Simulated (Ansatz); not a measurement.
## AlCl2 (SMILES [Cl][Al][Cl]): the energy, rung by rung

The species is AlCl2 (3 atoms), meant as a doublet with charge 0. SMILES: `[Cl][Al][Cl]`. The coordinates come from a PBE0-D4/def2-TZVP relaxation.

```tsv
atom	x (Å)	y (Å)	z (Å)
Cl	1.3748	0.8683	0.8387
Al	-0.4321	0.5207	-0.1772
Cl	-0.9536	-1.4538	-0.6747
```

Each level gives the energy change with the Cl1–Al2 bond stretched from 2.102 to 2.627 Å (eV). The values are calculated.

```
            level                    kind  program  value (eV)  less FCI/STO-3G  CPU time (all runs)
       UHF/STO-3G            Hartree–Fock   Ansatz        1.53            +0.16               0.82 s
 U-r2SCAN0/STO-3G         hybrid meta-GGA   Ansatz        1.36            -0.01                 11 s
    UB3LYP/STO-3G           global hybrid   Ansatz        1.14            -0.23                  4 s
    UBHLYP/STO-3G           global hybrid   Ansatz        1.32            -0.05                4.1 s
     UPBE0/STO-3G           global hybrid   Ansatz        1.28            -0.09                3.8 s
UCAM-B3LYP/STO-3G  range-separated hybrid   Ansatz        1.30            -0.07                4.8 s
   UB2PLYP/STO-3G           double hybrid   Ansatz        1.28            -0.09                  5 s
  UCCSD(T)/STO-3G   coupled cluster or CI   Ansatz        1.37             0.00                1.4 s
       FCI/STO-3G      exact in the basis   Ansatz        1.37             0.00                1.3 s
```

FCI/STO-3G is exact within its basis and frozen core, so for wave-function methods in that basis the difference is their error; functionals converge differently with the basis, so for them it is only a difference. The first shape isn't each level's own minimum. The values span 1.14 to 1.53 eV. All rows use very small basis sets, so even the best lies far from the true value. Times are those of the runs behind each value, whatever else they computed, on shared processors of several kinds: orders of magnitude only.

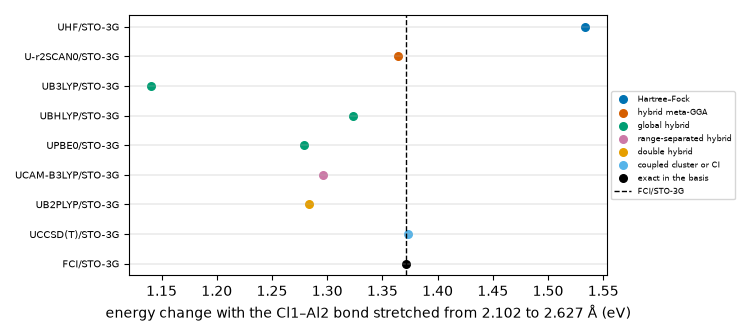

The values of the table, level by level.
